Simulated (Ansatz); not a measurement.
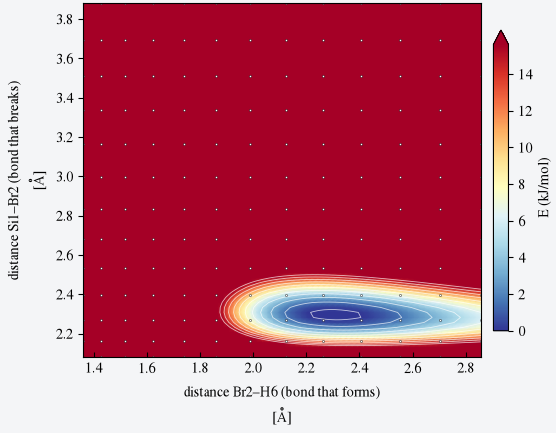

The reacting system BrFH4OSi (fragments BrH₃OSi + FH where the first distance is long, H₂OSi + BrH + FH where the second is long). The first coordinate is: distance Br2–H6 (bond that forms); the second: distance Si1–Br2 (bond that breaks). Relaxed at each point: all other coordinates. The grid has 13 × 13 points. Points are written as (first, second). Energies are in kJ/mol, from the lowest grid point. The reference is spin-restricted, so regions where a bond is pulled apart into radicals lie too high. Level of theory: RKS PBE-D4/def2-SVP (Ansatz 0.2.0).

Drawn: a smooth colour map with a few white contour lines, dots at the grid points, one colour for all values above the top of the scale. Between grid points the surface is interpolated.

**Where is the minimum, and how stiff is the well along each coordinate?**

The interpolated minimum is at the first coordinate ≈ 2.306 Å, the second coordinate ≈ 2.295 Å. The curvatures there are about 0.93 eV/Å² and 11 eV/Å², with a cross term of about 0.39 eV/Å². Round the minimum the two coordinates are weakly coupled (coupling 0.12 in units of the two stiffnesses). (1 eV is 96.5 kJ/mol.)
